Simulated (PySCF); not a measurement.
**C5H10S2: density, localisation and related maps**

Input file:

```
{"job": {"kind": "uv", "xc": "B3LYP", "basis": "def2-SVPD", "nstates": 8, "ntriplets": 3}, "charge": 0, "multiplicity": 1}
C     -1.338235    -0.781924     0.561688
C     -0.592592    -0.329097    -0.682193
S      0.433406    -1.678104    -1.371790
C      1.705420    -1.541454    -0.091063
S      1.804416     0.182599     0.506290
C      0.370089     0.830442    -0.455502
C     -0.242250     2.017561     0.266522
H     -0.651772    -0.900252     1.397475
H     -2.096905    -0.051586     0.833550
H     -1.828603    -1.734507     0.374088
H     -1.296573    -0.073493    -1.478449
H      2.660765    -1.830426    -0.523467
H      1.460044    -2.189872     0.749076
H      0.773258     1.149426    -1.421994
H     -1.127957     2.359281    -0.265411
H      0.476574     2.831894     0.307513
H     -0.516085     1.751543     1.283758
```

Launched as:

```sh
OMP_NUM_THREADS=1 python probes_run.py task.json out
```

Geometry: GFN2-xTB.

These are results of B3LYP/def2-SVPD, SCF density, gas phase (PySCF 2.14.0), not measurements.

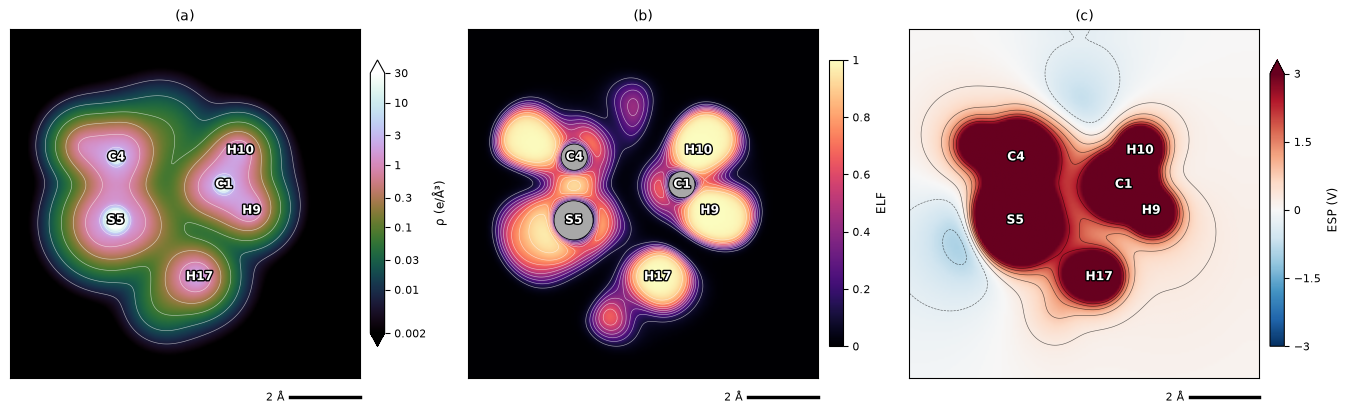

Figure 1. (a) electron density; (b) electron localisation function; (c) molecular electrostatic potential on the plane of atoms H9, C1 and H10. Grey discs cover the atomic cores in the ELF map.

### What does the map show?

The section cuts through C, S and H sites. C–S (1.83 Å): the density is about 1.2 e/Å³ at the midpoint; the ELF peaks at about 0.90 between the atoms, as expected for a covalent bond. C–H (1.09 Å): the density is about 1.9 e/Å³ at the midpoint; the ELF climbs to about 1 towards the hydrogen, as it does in any bond to H: a covalent bond by its length. The ELF also peaks beside S5, away from the bonds: lone-pair regions. Outside the dense part of the molecule the potential is most negative (−0.9 V) near S5.

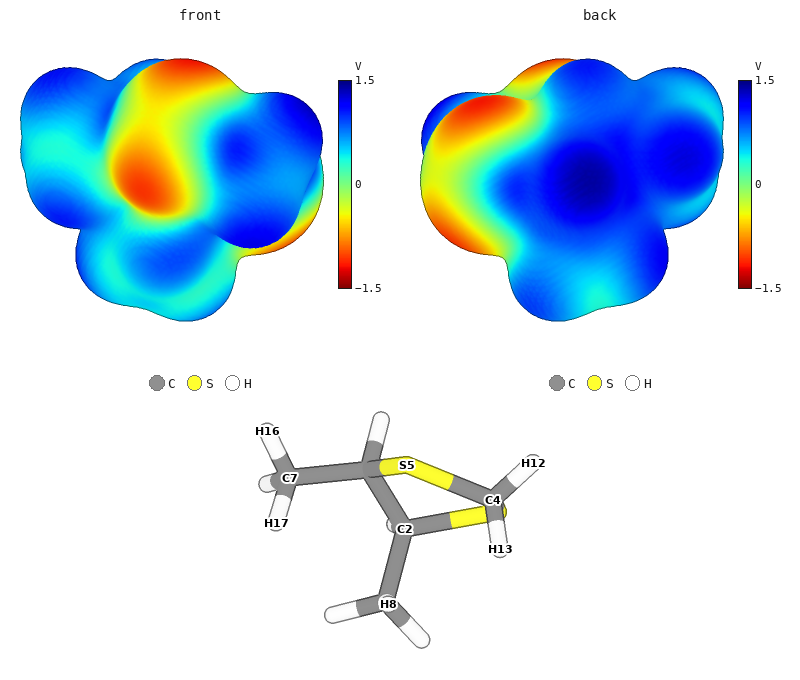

Figure 2. The molecular electrostatic potential painted on the density surface at 0.004 e/bohr³, seen from the front and from behind; the colour scale runs from red (negative) to blue (positive). The bare structure is drawn below in the same view.

### Where is the surface potential most negative and most positive?

The most negative region (about −1.1 V) lies over S3 and S5, the most positive (about +1.4 V) over H11.
